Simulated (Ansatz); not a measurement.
# C (Fd-3m, 2 atoms in the cell) under biaxial strain in the (111) plane, part 2 of 2

Aim: how do the optical modes of C (Fd-3m, 2 atoms in the cell) shift and split under this strain?

Ansatz 0.2.0; DFT LDA, scalar-relativistic, plane waves, PAW; PAW set soft_1.

So far, mean static dielectric tensor (ions relaxed, fixed cell): step 5 (zone-centre response at rest) 5.76.

### Step 7. Modes of this member: biaxial strain of +4 % in the (111) plane

The zone-centre modes follow for biaxial strain of +4 % in the (111) plane, with the response to a field.

Input file input.yaml:

```yaml
crystal:
  lattice:
    - [-0.0519935069, 1.7843691101, 1.7843691101]
    - [1.7843691101, -0.0519935069, 1.7843691101]
    - [1.7843691101, 1.7843691101, -0.0519935069]
  atoms:
    - { symbol: C, position: [0.4997464188, 0.4997464188, 0.4997464188] }
    - { symbol: C, position: [0.7502535812, 0.7502535812, 0.7502535812] }
kpoints:
  mp_grid: { grid: [12, 12, 12] }
hamiltonian:
  xc: lda
  pseudopotentials: { kind: paw, azcp: { folder: soft_1 }, xc_functional: pbe }
scf:
  occupations: { method: fixed }
output:
  eigenvalues: true
phonons:
  method: dfpt
  dielectric: true
  rigid_motions: translations
```

Run with:

```
$ ansatz run input.yaml --threads 4 --pin off --max-ram 10240MiB --backend cpu --events-out ev --progress --plain --runs-dir out
```

Numbers of over 12 decimals in the logs are rounded to 6 here.

The log of the run:

```text
[...]
Crystal: 2 atoms, lattice volume = 11.859 Å³
Basis set: ecut = 420 eV, 253 PW (Γ), exchange–correlation on 40×40×40 points (8 copies of the dense FFT grid, shifted against one another)
Bands: 8, of which v1, the nominal top of the filled ones, is band 4 counted from 1 (3 counted from 0)
Symmetry: 12 space group operations
k-points: 476 of 1728 (irreducible under 2 space group operations, time reversal used)
[...]
SCF iter   1: F=—  HF=-486.458489 eV  |F-HF|=—  |Δ(HF+E_count)|=         —  Δρ=1.30e-1  dr2=1.42e0  ethr=3.10e-3  ⟨swp⟩=3.8  Hψ=21659  notcnv=0  defer=879
[...]
SCF iter   8: F=-485.858598 eV  HF=-485.858598 eV  |F-HF|=1.48e-12  |Δ(HF+E_count)|=  1.59e-10  Δρ=2.91e-7  dr2=3.01e-12  ethr=1.25e-12  ⟨swp⟩=7.1  Hψ=20048  notcnv=0
SCF 1 converged in 8 iterations: F = -485.858598 eV  dr2 = 3.01e-12
[...]
Bands: 5, of which v1, the nominal top of the filled ones, is band 4 counted from 1 (3 counted from 0)
k-points: 182 of 1728
[...]
Eigensolver: Dense (182 Hₖ)
SCF iter   1: F=—  HF=-485.861603 eV  |F-HF|=—  |Δ(HF+E_count)|=         —  Δρ=5.48e-4  dr2=4.25e-6  ethr=1.00e-1
[...]
SCF iter   3: F=-485.861606 eV  HF=-485.861606 eV  |F-HF|=1.29e-9  |Δ(HF+E_count)|=   7.85e-7  Δρ=9.83e-6  dr2=1.50e-9  ethr=1.24e-8
SCF 1 converged in 3 iterations: F = -485.861606 eV  dr2 = 1.50e-9
[...]
SCF converged after 8 iterations
Free energy (F): -485.858598 eV
[...]
Internal energy: -485.858598 eV  (E = F + TS)
E sigma→0 (E₀):  -485.858598 eV
Fermi energy:    12.301769 eV
[...]
--- Band table (eV; the first three rows and the last of 476) ---
[...]
ASR residual: 1.259e-4 → 0.000e0 eV/Å²; symmetrization residual: 4.263e-14 eV/Å²
  ASR residual per site (eV/Å²): 1.26e-4 1.26e-4
  Γ frequencies (cm⁻¹): 0.00 0.00 0.00 1185.32 1185.32 1304.93
  ε∞ (high-frequency dielectric tensor):
        5.923660    -0.159308    -0.159308
       -0.159308     5.923660    -0.159308
       -0.159308    -0.159308     5.923660
  ε⁰ (static dielectric tensor: ions relaxed, cell fixed):
        5.923660    -0.159308    -0.159308
       -0.159308     5.923660    -0.159308
       -0.159308    -0.159308     5.923660
  ε⁰ − ε∞ (ionic part):
        0.000000    -0.000000    -0.000000
       -0.000000     0.000000    -0.000000
       -0.000000    -0.000000     0.000000
[...]
Born effective charges Z* (e; rows j = field, columns β = displacement):
    site 0:
         0.00000    0.00000    0.00000
         0.00000    0.00000   -0.00000
        -0.00000   -0.00000    0.00000
    site 1:
         0.00000   -0.00000   -0.00000
        -0.00000    0.00000    0.00000
         0.00000    0.00000    0.00000
  Z* charge neutrality: 5.666e-4 e pre-enforcement
[...]
optical modes at Γ without the LO–TO term, one row a degenerate level:
      ω (cm⁻¹)  modes    IR ((D/Å)²/amu)
       1185.32      2             0.0000
       1304.93      1             0.0000
  optical modes at Γ + LO–TO along q̂ = [1.0000, 0.0000, 0.0000]:
      ω (cm⁻¹)  modes    IR ((D/Å)²/amu)
       1185.32      2             0.0000
       1304.93      1             0.0000
  optical modes at Γ + LO–TO along q̂ = [0.0000, 1.0000, 0.0000]:
      ω (cm⁻¹)  modes    IR ((D/Å)²/amu)
       1185.32      2             0.0000
       1304.93      1             0.0000
  optical modes at Γ + LO–TO along q̂ = [0.0000, 0.0000, 1.0000]:
      ω (cm⁻¹)  modes    IR ((D/Å)²/amu)
       1185.32      2             0.0000
       1304.93      1             0.0000
```

Wall time 12 s (4 threads of Arm Neoverse N1, shared host); peak memory 0.48 GiB; 43 s of CPU time.

This step gave:

| Quantity | Value |
| --- | --- |
| sum-rule residual before enforcement | 1.26e-4 eV/Å² |
| miss of the charge sum rule | 5.67e-4 e |
| estimated error of the dielectric tensor | 0.01601 |
| estimated error of the Born charges | 0.004425 e |
| point group | -3m |
| highest optical mode at the zone centre (no LO-TO term) | 1305 cm⁻¹ |
| lowest optical zone-centre mode | 1185 cm⁻¹ |
| mean high-frequency dielectric constant | 5.924 |
| mean static dielectric constant | 5.924 |
| top of the zone-centre spectrum with the field | 1305 cm⁻¹ |

Patterns of degenerate modes are one choice out of their space. Modes at Γ:

| mode | frequency (cm⁻¹) | symmetry |
| --- | --- | --- |
| 1 | 0.0 | acoustic |
| 2 | 0.0 | acoustic |
| 3 | 0.0 | acoustic |
| 4 | 1185.3 | Eg |
| 5 | 1185.3 | Eg |
| 6 | 1304.9 | A1g |

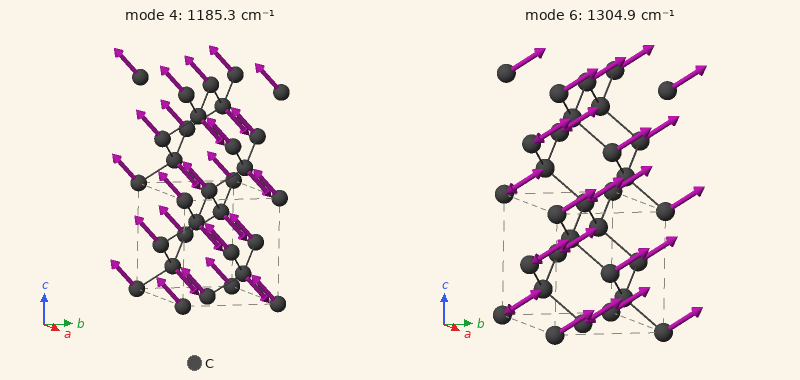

Displacement patterns of modes 4 and 6 at Γ; arrows are exaggerated. Bonds to atoms that aren't drawn are left out. 1×1×2 conventional cells are drawn. Some periodic images of atoms are drawn too.

The lowest optical mode is real, 1185 cm⁻¹, and the highest lies at 1304.9 cm⁻¹.

Between step 5 and this run (strain 4 %) the value for the mean static dielectric tensor (ions relaxed, fixed cell) moves from 5.76 to 5.92 (+3 %).

### Step 8. A member of the series: biaxial strain of -4 % in the (111) plane

The cell takes a biaxial strain of -4 % in the (111) plane. The strained lengths are held, while the rest of the cell and the atoms relax.

input.yaml, the sections that differ from step 7:

```yaml
crystal:
  lattice:
    - [0.0514039236, 1.7465078779, 1.7465078779]
    - [1.7465078779, 0.0514039236, 1.7465078779]
    - [1.7465078779, 1.7465078779, 0.0514039236]
  atoms:
    - { symbol: C, position: [0.5004603581, 0.5004603581, 0.5004603581] }
    - { symbol: C, position: [0.7495396419, 0.7495396419, 0.7495396419] }
  conventional_axes: [[-1, 1, 0], [0, -1, 1], [1, 1, 1]]
output:
  forces: true
  stress: true
  eigenvalues: true
relax:
  adjacent_minimum: "off"
  f_tol: 0.001
  max_steps: 60
  cell: { stress_tol: 0.01, fix: [a, b, gamma] }
# kpoints, hamiltonian, scf: as in step 7
# phonons: removed
```

The log of the run:

```text
[...]
Crystal: 2 atoms, lattice volume = 10.184 Å³
Basis set: ecut = 420 eV, 181 PW (Γ)
Bands: 8, of which v1, the nominal top of the filled ones, is band 4 counted from 1 (3 counted from 0)
Symmetry: 12 space group operations
[...]
k-points: 189 of 1728
[...]
--- Band table (eV; the first three rows and the last of 189) ---
[...]
--- Relaxed structure (6 steps of the walk, 6 accepted, 2 SCFs on fresh bases) ---
[...]
cell:  # Å, volume = 10.1979 Å³
    - [0.052962, 1.748066, 1.748066]
    - [1.748066, 0.052962, 1.748066]
    - [1.748066, 1.748066, 0.052962]
  atoms:
    - { symbol: C, position: [0.500673, 0.500673, 0.500673] }
    - { symbol: C, position: [0.749327, 0.749327, 0.749327] }
[key lines of the parts left out:]
SCF converged after 4 iterations
Free energy (F): -485.830386 eV
Fermi energy:    15.215820 eV
P = ⅓ Tr σ = 42.1722 GPa (421.722 kbar)
```

The job ended after 5 s (4 threads; peak memory 0.27 GiB).

The steps of the relaxation:

| step | energy less that of the first step (eV) | largest force component (eV/Å) | pressure (GPa) | volume (Å³) |
| --- | --- | --- | --- | --- |
| 1 | 0.0000 | 0.0591 | 43.03 | 10.18 |
| 2 | -0.0001 | 0.0224 | 42.24 | 10.20 |
| 3 | -0.0001 | 0.0053 | 42.12 | 10.20 |
| 4 | -0.0001 | 0.0004 | 42.18 | 10.20 |
| 5 | -0.0001 | 0.0002 | 42.19 | 10.20 |
| 6* | -0.0002 | 0.0002 | 42.20 | 10.20 |
| 7 | -0.0002 | 0.0001 | 42.17 | 10.20 |
| 8* | -0.0002 | 0.0001 | 42.17 | 10.20 |

Relaxation steps marked * repeat the geometry before them on a plane-wave basis chosen anew for their cell, so energy and pressure can jump there.

The run keeps the 12 symmetry operations that it works with, so distortions that break them were not tested.

| conventional cell, symmetrised | before | after | change |
| --- | --- | --- | --- |
| a (Å) | 2.397 | 2.397 | +0.0 % |
| b (Å) | 2.397 | 2.397 | +0.0 % |
| c (Å) | 6.139 | 6.147 | +0.1 % |
| volume (Å³/atom) | 5.09 | 5.10 | +0.1 % |

Final coordinates:

```xyz
2
Lattice="0.0530 1.7481 1.7481 1.7481 0.0530 1.7481 1.7481 1.7481 0.0530" Properties=species:S:1:pos:R:3 pbc="T T T"
C     1.7769    1.7769    1.7769
C     2.6594    2.6594    2.6594
```

This step gave:

```yaml
pressure: 42.17 GPa
gap_on_the_k_mesh: 4.111 eV
volume_per_atom: 5.099 Å³
```

The largest force component left is 0.068 meV/Å.

### Step 9. Zone-centre modes of the member: biaxial strain of -4 % in the (111) plane

The zone-centre modes follow for biaxial strain of -4 % in the (111) plane, with the response to a field.

input.yaml, the sections that differ from step 8:

```yaml
crystal:
  lattice:
    - [0.0529620311, 1.7480659854, 1.7480659854]
    - [1.7480659854, 0.0529620311, 1.7480659854]
    - [1.7480659854, 1.7480659854, 0.0529620311]
  atoms:
    - { symbol: C, position: [0.5006729346, 0.5006729346, 0.5006729346] }
    - { symbol: C, position: [0.7493270654, 0.7493270654, 0.7493270654] }
output:
  eigenvalues: true
phonons:
  method: dfpt
  dielectric: true
  rigid_motions: translations
# kpoints, hamiltonian, scf: as in step 8
# relax: removed
```

The log of the run:

```text
[...]
Crystal: 2 atoms, lattice volume = 10.198 Å³
Basis set: ecut = 420 eV, 181 PW (Γ), exchange–correlation on 40×40×40 points (8 copies of the dense FFT grid, shifted against one another)
Bands: 8, of which v1, the nominal top of the filled ones, is band 4 counted from 1 (3 counted from 0)
Symmetry: 12 space group operations
k-points: 476 of 1728 (irreducible under 2 space group operations, time reversal used)
[...]
optical modes at Γ + LO–TO along q̂ = [1.0000, 0.0000, 0.0000]:
      ω (cm⁻¹)  modes    IR ((D/Å)²/amu)
[...]
optical modes at Γ + LO–TO along q̂ = [0.0000, 1.0000, 0.0000]:
      ω (cm⁻¹)  modes    IR ((D/Å)²/amu)
       1353.84      1             0.0000
       1464.68      2             0.0000
  optical modes at Γ + LO–TO along q̂ = [0.0000, 0.0000, 1.0000]:
      ω (cm⁻¹)  modes    IR ((D/Å)²/amu)
       1353.84      1             0.0000
       1464.68      2             0.0000
[key lines of the parts left out:]
SCF converged after 7 iterations
Free energy (F): -485.830387 eV
Fermi energy:    15.215820 eV
```

Wall time 13 s (4 threads); peak memory 0.46 GiB.

Numbers from this step:

```
sum-rule residual before enforcement                    : 1.32e-4 eV/Å²
miss of the charge sum rule                             : 2.24e-4 e
estimated error of the dielectric tensor                : 0.01467
estimated error of the Born charges                     : 0.004168 e
highest optical mode at the zone centre (no LO-TO term) : 1465 cm⁻¹
lowest optical zone-centre mode                         : 1354 cm⁻¹
mean high-frequency dielectric constant                 : 5.710
mean static dielectric constant                         : 5.710
top of the zone-centre spectrum with the field          : 1465 cm⁻¹
```

Patterns of degenerate modes are one choice out of their space. Modes at Γ:

| mode | frequency (cm⁻¹) | symmetry |
| --- | --- | --- |
| 1 | 0.0 | acoustic |
| 2 | 0.0 | acoustic |
| 3 | 0.0 | acoustic |
| 4 | 1353.8 | A1g |
| 5 | 1464.7 | Eg |
| 6 | 1464.7 | Eg |

The lowest optical mode is real, 1354 cm⁻¹, and the highest lies at 1464.7 cm⁻¹.

### Step 10. The series together

The members are set side by side, also those not shown above.

Stress is positive in compression; energies are extrapolated to zero smearing, and E0 is that at rest; the axis is the normal of the plane; the edges not held and the atoms are relaxed in each cell. State of the crystal along the series:

| strain (%) | in-plane stress (GPa) | free strain along [111] (%) | E - E0 (meV/atom) | gap on mesh (eV) | ε∞ along the axis | ε∞ across the axis, mean |
| --- | --- | --- | --- | --- | --- | --- |
| -4 | 63.26 | 0.4991 | 80.05 | 4.111 | 6.013 | 5.558 |
| -3 | 45.38 | 0.3668 | 43.93 | 4.197 | 5.945 | 5.599 |
| -2 | 28.92 | 0.2389 | 19.09 | 4.24 | 5.88 | 5.647 |
| -1 | 13.82 | 0.1174 | 4.646 | 4.229 | 5.819 | 5.702 |
| 0 | -0.008565 | 0 | 0 | 4.202 | 5.764 | 5.764 |
| 1 | -12.64 | -0.1126 | 4.427 | 4.131 | 5.715 | 5.833 |
| 2 | -24.15 | -0.2193 | 17.34 | 4.07 | 5.671 | 5.909 |
| 3 | -34.6 | -0.3202 | 38.01 | 4.017 | 5.635 | 5.992 |
| 4 | -44.07 | -0.4169 | 65.94 | 3.937 | 5.605 | 6.083 |

Optical modes are counted from below at rest and tracked from member to member by their patterns, and modes that stay within 0.3 cm⁻¹ of each other stand once; labels, where given, are those at rest; the edges not held and the atoms are relaxed in each cell. Optical modes along the series:

| strain (%) | optical mode 1 T2g, doublet (cm⁻¹) | optical mode 2 T2g, singlet (cm⁻¹) |
| --- | --- | --- |
| -4 | 1465 | 1354 |
| -3 | 1429 | 1344 |
| -2 | 1393 | 1336 |
| -1 | 1358 | 1329 |
| 0 | 1323 | 1323 |
| 1 | 1288 | 1317 |
| 2 | 1253 | 1313 |
| 3 | 1219 | 1309 |
| 4 | 1185 | 1305 |

Value and slope at zero strain of a cubic (a lower polynomial where under five rows exist) through the rows within 2 % of rest. Slopes at rest:

| mode | frequency (cm⁻¹) | shift per percent of strain (cm⁻¹) | shift per GPa of compressive stress (cm⁻¹) |
| --- | --- | --- | --- |
| optical mode 1 T2g, doublet | 1323 | -35.11 | 2.66 |
| optical mode 2 T2g, singlet | 1323 | -5.73 | 0.43 |

### Step 11. What came out

```json
{"members": "9", "highest optical mode at the zone centre (no LO-TO term), at rest": "1323 cm⁻¹", "biaxial modulus in the (111) plane": "1322 GPa", "optical mode 1 T2g, doublet, shift per percent": "-35.11 cm⁻¹", "optical mode 2 T2g, singlet, shift per percent": "-5.73 cm⁻¹"}
```

The stress changes by 13.22 GPa for each percent, a biaxial modulus of 1322 GPa in the (111) plane. For each percent the free edge responds with -0.12 %. The strain lowers the symmetry: the level at 1322.6 cm⁻¹ splits, into 1464.7 and 1353.8 cm⁻¹ at -4 %. The fastest shift in the table of slopes is -35.1 cm⁻¹ for each percent (optical mode 1 T2g, doublet), or 2.7 cm⁻¹ for each GPa of compressive stress. For small strain, the measured shift of a line that Raman or infrared light can see, divided by its slope, estimates the stress, if the state of stress is of this kind. These are harmonic frequencies at zero temperature: anharmonic shifts, linewidths and thermal expansion are left out. The PAW files were made for PBE; the program adapts parts of them to the functional of the run, but their partial waves stay those of PBE, an approximation that was not tested in this session. Only the zone centre was solved, so an instability at another wavevector cannot show here.

[Logs are printed without paths, hosts, clocks, repeated set-up lines and the standing remarks that a program may print on its own settings, such as how far it seeks lower states.]

[Hosts, paths, dates, database ids (printed as entryN), source tags and the programs' standing remarks are cut or masked in the printed files.]
